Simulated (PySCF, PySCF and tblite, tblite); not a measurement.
# C₆H₈O: conformers and averaged spectra

Aim: find the conformers of C₆H₈O (`CCc1ccco1`), weigh them, and average their properties.

Programs: PySCF 2.14.0 with density-fitted response routines of our own, and tblite 0.8.0. All values are computed, except where a source is named. Atoms count from 0 throughout.

## (1) The molecule as given

15 atoms, charge 0, multiplicity 1; geometry from: MMFF94s geometry.

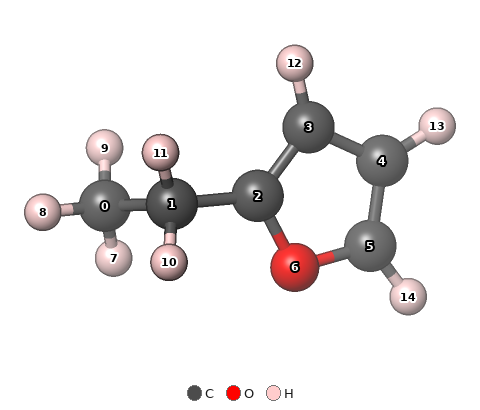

The starting geometry (carbon dark grey, oxygen red, hydrogen pink), atoms numbered.

## (2) GFN2-xTB relaxation, conformer 1

What the job is given:

```
{"job": {"xc": "GFN2-xTB", "basis": "xTB", "kind": "relax"}, "charge": 0, "multiplicity": 1}
C     -2.114500    -0.195100    -0.364500
C     -1.258000     0.376400     0.737900
C      0.197700     0.145200     0.480800
C      1.176300     0.927900    -0.104600
C      2.356600     0.138100    -0.059800
C      2.008600    -1.054700     0.518800
O      0.698600    -1.054400     0.852400
H     -1.968600    -1.267200    -0.469600
H     -3.175800    -0.018300    -0.143500
H     -1.895800     0.276800    -1.321200
H     -1.530700    -0.096200     1.699200
H     -1.449900     1.442700     0.853000
H      1.053100     1.922700    -0.476700
H      3.342800     0.411400    -0.432600
H      2.555100    -1.947300     0.764500
```

The run is started by

```sh
> OMP_NUM_THREADS=1 python ens_run.py task.json out
```

This one command runs the whole study; its stages follow in the order run.

Log:

```text
step      E/eV     max force
  0    -570.86576    1.236
  1    -570.89664    0.463
  2    -570.90338    0.230
  3    -570.90699    0.116
  4    -570.90883    0.125
  5    -570.90985    0.089
  6    -570.91086    0.075
  7    -570.91126    0.072
  8    -570.91149    0.052
  9    -570.91172    0.048
 10    -570.91196    0.048
 11    -570.91213    0.037
 12    -570.91213    0.037
 13    -570.91222    0.033
 14    -570.91244    0.029
 15    -570.91249    0.025
 16    -570.91260    0.033
 17    -570.91273    0.049
 18    -570.91287    0.045
 19    -570.91297    0.030
 20    -570.91304    0.021
 21    -570.91310    0.029
 22    -570.91318    0.038
 23    -570.91323    0.027
 24    -570.91326    0.011
 25    -570.91327    0.007
 26    -570.91328    0.006
 27    -570.91328    0.007
 28    -570.91329    0.009
 29    -570.91330    0.011
 30    -570.91332    0.013
 31    -570.91334    0.014
 32    -570.91336    0.013
 33    -570.91338    0.013
 34    -570.91340    0.016
 35    -570.91343    0.015
 36    -570.91344    0.011
 37    -570.91346    0.008
 38    -570.91347    0.007
 39    -570.91347    0.006
 40    -570.91348    0.004
 41    -570.91348    0.004
```

Run time: 0.23 s. Hardware: 1 thread of Arm Neoverse V1, shared host.

The energy fell by 0.048 eV, and the atoms moved 0.03 Å (root mean square).

## (3) Shieldings, conformer 1: PBE0/pcSseg-1 in chloroform

What the job is given:

```
{"job": {"xc": "PBE0", "basis": "pcSseg-1", "solvent": "chloroform", "kind": "nmr", "pop": true}, "charge": 0, "multiplicity": 1}
C     -2.118097    -0.192760    -0.372710
C     -1.258392     0.384824     0.754750
C      0.191151     0.138052     0.508889
C      1.155336     0.904961    -0.075613
C      2.341155     0.128754    -0.069921
C      2.008389    -1.051484     0.514532
O      0.710833    -1.055854     0.867498
H     -1.956924    -1.264675    -0.457268
H     -3.171852    -0.014260    -0.173399
H     -1.858668     0.271731    -1.321123
H     -1.541489    -0.082297     1.700062
H     -1.425450     1.460081     0.831583
H      1.039347     1.898652    -0.457726
H      3.301231     0.414396    -0.448581
H      2.579017    -1.932131     0.733128
```

Log:

```text
coarse grid: 12568 points
cycle   1  E = -308.1580343711  dE =  1.196e+00  |g| = 4.758e-01  |ddm| = 3.508e+00
cycle   2  E = -308.1475851921  dE =  1.045e-02  |g| = 5.502e-01  |ddm| = 7.411e-01
cycle   3  E = -308.2090323242  dE = -6.145e-02  |g| = 7.084e-02  |ddm| = 3.630e-01
cycle   4  E = -308.2098338209  dE = -8.015e-04  |g| = 2.989e-02  |ddm| = 5.708e-02
cycle   5  E = -308.2100020351  dE = -1.682e-04  |g| = 8.462e-03  |ddm| = 2.435e-02
cycle   6  E = -308.2100151896  dE = -1.315e-05  |g| = 3.812e-03  |ddm| = 9.343e-03
cycle   7  E = -308.2100186253  dE = -3.436e-06  |g| = 4.921e-04  |ddm| = 3.214e-03
final grid: 121432 points
cycle   8  E = -308.2624171620  dE = -2.827e-05  |g| = 1.098e-02  |ddm| = 3.080e-02
cycle   9  E = -308.2623911961  dE =  2.597e-05  |g| = 1.632e-02  |ddm| = 1.650e-02
cycle  10  E = -308.2624409059  dE = -4.971e-05  |g| = 1.999e-03  |ddm| = 9.998e-03
cycle  11  E = -308.2624417755  dE = -8.695e-07  |g| = 2.140e-04  |ddm| = 1.571e-03
cycle  12  E = -308.2624417824  dE = -6.927e-09  |g| = 1.318e-04  |ddm| = 2.652e-04
cycle  13  E = -308.2624417867  dE = -4.312e-09  |g| = 1.919e-05  |ddm| = 1.125e-04
cycle  14  E = -308.2624417868  dE = -6.946e-11  |g| = 8.653e-06  |ddm| = 2.197e-05
converged SCF energy = -308.2624417868

GIAO shielding tensors (ppm)
atom      isotropic    diamagn.    paramagn.     s11        s22        s33       span
  0 C      168.102     246.939     -78.837    154.273    163.283    186.750     32.478
  1 C      160.474     244.976     -84.502    147.688    159.082    174.651     26.963
  2 C       21.804     258.106    -236.302    -59.268     26.322     98.357    157.625
  3 C       75.070     253.425    -178.354     -7.554     74.318    158.447    166.001
  4 C       69.190     257.168    -187.978    -19.902     66.233    161.240    181.142
  5 C       41.202     250.754    -209.553    -35.913     51.714    107.803    143.716
  6 O       32.566     398.890    -366.323   -100.327    -45.368    243.394    343.720
  7 H       30.361      29.961       0.400     25.681     29.814     35.589      9.908
  8 H       30.397      28.019       2.379     26.365     26.953     37.874     11.508
  9 H       30.668      30.196       0.472     26.411     29.587     36.007      9.596
 10 H       28.896      29.059      -0.163     24.763     27.747     34.178      9.415
 11 H       28.889      29.998      -1.109     24.211     28.109     34.347     10.136
 12 H       25.214      33.591      -8.376     22.725     25.237     27.681      4.956
 13 H       24.963      31.261      -6.299     23.167     25.462     26.259      3.092
 14 H       24.138      29.742      -5.605     21.190     25.110     26.113      4.923
```

It took 21 s on 1 thread of Arm Neoverse V1, shared host; peak memory 0.86 GiB.

This run: HOMO -6.34 eV, LUMO 0.43 eV; dipole 0.72 D.

## (4) Couplings, conformer 1: B3LYP/6-31G*+pcJ-1

Changed since step 3:

```diff
@@ -1,2 +1,2 @@
-{"job": {"xc": "PBE0", "basis": "pcSseg-1", "solvent": "chloroform", "kind": "nmr", "pop": true}, "charge": 0, "multiplicity": 1}
+{"job": {"xc": "B3LYP", "basis": {"default": "6-31G*", "H": "pcJ-1"}, "nuclei": ["H", "F", "P", "Si", "B"], "kind": "j"}, "charge": 0, "multiplicity": 1}
 C     -2.118097    -0.192760    -0.372710
```

Log:

```text
coarse grid: 12568 points
cycle   1  E = -308.6476051065  dE =  1.149e+00  |g| = 5.529e-01  |ddm| = 3.563e+00
cycle   2  E = -308.6170590928  dE =  3.055e-02  |g| = 6.908e-01  |ddm| = 9.834e-01
cycle   3  E = -308.7194734153  dE = -1.024e-01  |g| = 9.702e-02  |ddm| = 5.330e-01
cycle   4  E = -308.7210694632  dE = -1.596e-03  |g| = 3.911e-02  |ddm| = 9.036e-02
cycle   5  E = -308.7213400135  dE = -2.706e-04  |g| = 1.514e-02  |ddm| = 3.937e-02
cycle   6  E = -308.7213944425  dE = -5.443e-05  |g| = 4.498e-03  |ddm| = 1.812e-02
cycle   7  E = -308.7213995463  dE = -5.104e-06  |g| = 7.682e-04  |ddm| = 4.617e-03
final grid: 121432 points
cycle   8  E = -308.6639110168  dE = -3.623e-05  |g| = 6.585e-03  |ddm| = 2.162e-02
cycle   9  E = -308.6639073173  dE =  3.699e-06  |g| = 7.689e-03  |ddm| = 1.203e-02
cycle  10  E = -308.6639222235  dE = -1.491e-05  |g| = 1.075e-03  |ddm| = 6.641e-03
cycle  11  E = -308.6639224550  dE = -2.315e-07  |g| = 2.349e-04  |ddm| = 9.764e-04
cycle  12  E = -308.6639224634  dE = -8.415e-09  |g| = 1.233e-04  |ddm| = 2.871e-04
cycle  13  E = -308.6639224672  dE = -3.781e-09  |g| = 2.885e-05  |ddm| = 1.323e-04
cycle  14  E = -308.6639224674  dE = -1.867e-10  |g| = 1.149e-05  |ddm| = 3.624e-05
converged SCF energy = -308.6639224674

Indirect spin-spin couplings (Hz)
  i      j    bonds     total        FC       PSO       DSO        SD
  7 H    8 H    2    -13.599   -13.070     2.173    -2.703         -
  7 H    9 H    2    -13.670   -13.183     2.071    -2.558         -
  7 H   10 H    3      4.198     4.243     0.346    -0.390         -
  7 H   11 H    3     15.064    15.946     1.932    -2.814         -
  7 H   12 H    5     -0.250     0.069     0.676    -0.995         -
  7 H   13 H    6     -0.347    -0.023     0.583    -0.907         -
  8 H    9 H    2    -13.380   -12.837     2.188    -2.731         -
  8 H   10 H    3      3.888     3.970     0.360    -0.441         -
  8 H   11 H    3      3.652     3.760     0.399    -0.507         -
  8 H   12 H    5     -0.463    -0.217     0.601    -0.847         -
  8 H   13 H    6     -0.234     0.109     0.727    -1.070         -
  8 H   14 H    6     -0.470    -0.135     0.741    -1.077         -
  9 H   10 H    3     14.584    15.464     1.929    -2.808         -
  9 H   11 H    3      4.347     4.409     0.367    -0.429         -
  9 H   12 H    5      0.219     0.061    -0.373     0.532         -
  9 H   13 H    6     -0.235    -0.011     0.411    -0.636         -
  9 H   14 H    6     -0.291     0.029     0.622    -0.942         -
 10 H   11 H    2    -13.833   -13.486     1.859    -2.205         -
 10 H   12 H    4     -1.104    -0.617     1.024    -1.511         -
 10 H   14 H    5     -0.722    -0.357     0.763    -1.127         -
 11 H   14 H    5     -0.266     0.261     1.032    -1.559         -
 12 H   13 H    3      3.701     4.060     0.650    -1.009         -
 13 H   14 H    3      1.993     2.536     0.724    -1.266         -
```

Wall time 23 s (1 thread of Arm Neoverse V1, shared host); peak memory 0.96 GiB.

Key values: HOMO -5.76 eV, LUMO 0.62 eV; dipole 0.47 D.

## (5) Excited states, conformer 1: wB97X-D/def2-SVPD in chloroform

Changed since step 4:

```diff
@@ -1,2 +1,2 @@
-{"job": {"xc": "B3LYP", "basis": {"default": "6-31G*", "H": "pcJ-1"}, "nuclei": ["H", "F", "P", "Si", "B"], "kind": "j"}, "charge": 0, "multiplicity": 1}
+{"job": {"xc": "wB97X-D", "basis": "def2-SVPD", "nstates": 6, "ntriplets": 0, "solvent": "chloroform", "kind": "uv"}, "charge": 0, "multiplicity": 1}
 C     -2.118097    -0.192760    -0.372710
```

Log:

```text
coarse grid: 12568 points
cycle   1  E = -308.2455505277  dE =  1.427e+00  |g| = 4.333e-01  |ddm| = 7.390e+00
cycle   2  E = -308.2600214461  dE = -1.447e-02  |g| = 4.077e-01  |ddm| = 1.122e+00
cycle   3  E = -308.2891757298  dE = -2.915e-02  |g| = 6.077e-02  |ddm| = 5.150e-01
cycle   4  E = -308.2897856263  dE = -6.099e-04  |g| = 2.973e-02  |ddm| = 1.627e-01
cycle   5  E = -308.2899837189  dE = -1.981e-04  |g| = 6.930e-03  |ddm| = 6.448e-02
cycle   6  E = -308.2899962758  dE = -1.256e-05  |g| = 1.669e-03  |ddm| = 2.458e-02
cycle   7  E = -308.2899971618  dE = -8.859e-07  |g| = 4.659e-04  |ddm| = 5.415e-03
final grid: 121432 points
cycle   8  E = -308.3452997866  dE = -9.353e-05  |g| = 3.420e-03  |ddm| = 1.485e-01
cycle   9  E = -308.3453019523  dE = -2.166e-06  |g| = 2.734e-03  |ddm| = 1.876e-02
cycle  10  E = -308.3453034186  dE = -1.466e-06  |g| = 6.347e-04  |ddm| = 4.647e-03
cycle  11  E = -308.3453034976  dE = -7.898e-08  |g| = 3.675e-04  |ddm| = 2.026e-03
cycle  12  E = -308.3453035275  dE = -2.989e-08  |g| = 3.305e-05  |ddm| = 8.329e-04
cycle  13  E = -308.3453035282  dE = -6.779e-10  |g| = 1.563e-05  |ddm| = 2.305e-04
converged SCF energy = -308.3453035282

Static polarisability (au): isotropic 88.224, principal 68.016 89.383 107.272

Singlet excitations
state   eV       nm        f      main configurations
  1   6.0169    206.1   0.30952   H->L 0.93
  2   6.4907    191.0   0.00198   H->L+1 0.83
  3   7.0105    176.9   0.01824   H->L+5 0.32, H-1->L 0.32, H->L+4 0.16
  4   7.3446    168.8   0.05193   H->L+2 0.65, H->L+5 0.11
  5   7.6579    161.9   0.01027   H->L+3 0.58, H->L+4 0.28
  6   7.8518    157.9   0.09682   H->L+4 0.46, H->L+3 0.22, H-1->L 0.12
```

It took 37 s on 1 thread of Arm Neoverse V1, shared host; peak memory 0.95 GiB.

This run: HOMO -8.13 eV, LUMO 2.10 eV; dipole 0.80 D; S1 6.02 eV.

## (6) Boltzmann average: properties at PBE0/pcSseg-1 in chloroform

What the job is given:

```
{"job": {"study": "conf", "smiles": "CCc1ccco1", "search": {"seed": 9286, "n_embed": 60, "ff_keep": 14, "window": 3.0, "nmax": 5, "temps": [250, 273.15, 298.15, 323.15, 373.15], "t_ref": 298.15, "order": 0.001}, "level": {"nmr": {"xc": "PBE0", "basis": "pcSseg-1", "solvent": "chloroform"}, "j": {"xc": "B3LYP", "basis": {"default": "6-31G*", "H": "pcJ-1"}, "nuclei": ["H", "F", "P", "Si", "B"]}, "uv": {"xc": "wB97X-D", "basis": "def2-SVPD", "nstates": 6, "ntriplets": 0, "solvent": "chloroform"}}, "kind": "conf"}, "charge": 0, "multiplicity": 1}
C     -2.118097    -0.192760    -0.372710
C     -1.258392     0.384824     0.754750
C      0.191151     0.138052     0.508889
C      1.155336     0.904961    -0.075613
C      2.341155     0.128754    -0.069921
C      2.008389    -1.051484     0.514532
O      0.710833    -1.055854     0.867498
H     -1.956924    -1.264675    -0.457268
H     -3.171852    -0.014260    -0.173399
H     -1.858668     0.271731    -1.321123
H     -1.541489    -0.082297     1.700062
H     -1.425450     1.460081     0.831583
H      1.039347     1.898652    -0.457726
H      3.301231     0.414396    -0.448581
H      2.579017    -1.932131     0.733128
```

Log:

```text
conformer  sym    E(xTB)   E(DFT)   G(298.15 K)  weight  dipole/D
    1     C1      0.000    0.000    0.000   1.0000    0.721

mean shielding (ppm) by class
class atoms           250 K   273.15 K   298.15 K   323.15 K   373.15 K
  0 C  0            168.102    168.102    168.102    168.102    168.102
  1 C  1            160.474    160.474    160.474    160.474    160.474
  2 C  2             21.804     21.804     21.804     21.804     21.804
  3 C  3              75.07      75.07      75.07      75.07      75.07
  4 C  4              69.19      69.19      69.19      69.19      69.19
  5 C  5             41.202     41.202     41.202     41.202     41.202
  6 O  6             32.566     32.566     32.566     32.566     32.566
  7 H  7,8,9         30.476     30.476     30.476     30.476     30.476
  8 H  10,11         28.892     28.892     28.892     28.892     28.892
  9 H  12            25.214     25.214     25.214     25.214     25.214
 10 H  13            24.963     24.963     24.963     24.963     24.963
 11 H  14            24.138     24.138     24.138     24.138     24.138
```

Run time: 82 s. Hardware: 1 thread of Arm Neoverse V1, shared host. This counts the runs that the step sums up.

The search (ETKDG, MMFF94s, GFN2-xTB) embedded 60 structures, kept 1 distinct ones after the force field and 1 after xTB; 1 was carried on (window 3.0 kcal/mol at the search's own energies). Energies: PBE0/pcSseg-1 in chloroform with D3(BJ).

Conformer by conformer (298 K):

| no. | group | mirror pair | ΔE xTB | ΔE DFT | ΔG | weight (%) | μ (D) | C0–C1–C2–O6 (°) | A, B, C (GHz) |
| --- | --- | --- | --- | --- | --- | --- | --- | --- | --- |
| 1 | C1 | yes | 0.00 | 0.00 | 0.00 | 100.0 | 0.72 | -83 | 6.68, 1.95, 1.70 |

Energies in kcal/mol. ΔG holds xTB vibrations and rotation, symmetry numbers and mirror pairs.

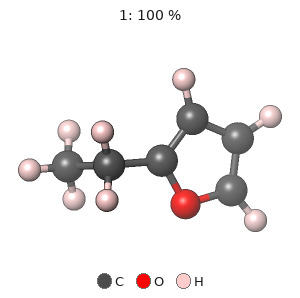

The one conformer.

Shifts against references run at the same level (17O H2O 342.2, 1H TMS 31.70, 13C TMS 187.6 ppm of shielding), by class of atoms, at 298 K:

```
     atoms                                          environment  average
        C2  substituted aromatic carbon next to the ring oxygen    165.8
        C5                  aromatic CH next to the ring oxygen    146.4
        C4                                          aromatic CH    118.4
        C3                                          aromatic CH    112.5
        C1                          sp3 CH2 on an aromatic ring     27.1
        C0                                        methyl carbon     19.5
       H14   hydrogen on an aromatic CH next to the ring oxygen     7.56
       H13                           hydrogen on an aromatic CH     6.73
       H12                           hydrogen on an aromatic CH     6.48
  H10, H11           hydrogen on an sp3 CH2 on an aromatic ring     2.81
H7, H8, H9                          hydrogen on a methyl carbon     1.22
        O6                                 aromatic ring oxygen    309.7
```

Couplings (Hz, B3LYP/6-31G*+pcJ-1; one pair named for each class), from conformers that hold 100 % of the weight:

```
   pair  bonds  average
H10–H11      2    -13.8
  H7–H8      2    -13.6
 H7–H10      3      7.6
H12–H13      3      3.7
H13–H14      3      2.0
H10–H12      4     -0.6
```

Effective distances for nuclear Overhauser effects, ⟨r⁻⁶⟩^(−1/6) over all pairs of two classes (Å): H7···H10 2.61; H12···H13 2.71; H13···H14 2.72; H10···H12 3.09; H7···H12 3.90.

Lowest and brightest singlet by conformer (wB97X-D/def2-SVPD in chloroform): no. 1 6.02 and 6.02 eV.

## (7) Results

| quantity | value |
| --- | --- |
| conformers | 1; the first in weight is no. 1 (C1), 100 % at 298 K |
| root-mean-square dipole | 0.72 D |
| averaged 13C shifts (PBE0/pcSseg-1 in chloroform) | 165.8, 146.4, 118.4, 112.5, 27.1, 19.5 ppm |
| averaged 1H shifts (PBE0/pcSseg-1 in chloroform) | 7.56, 6.73, 6.48, 2.81, 1.22 ppm |

The search found one conformer in the window, so the averages are its own values.
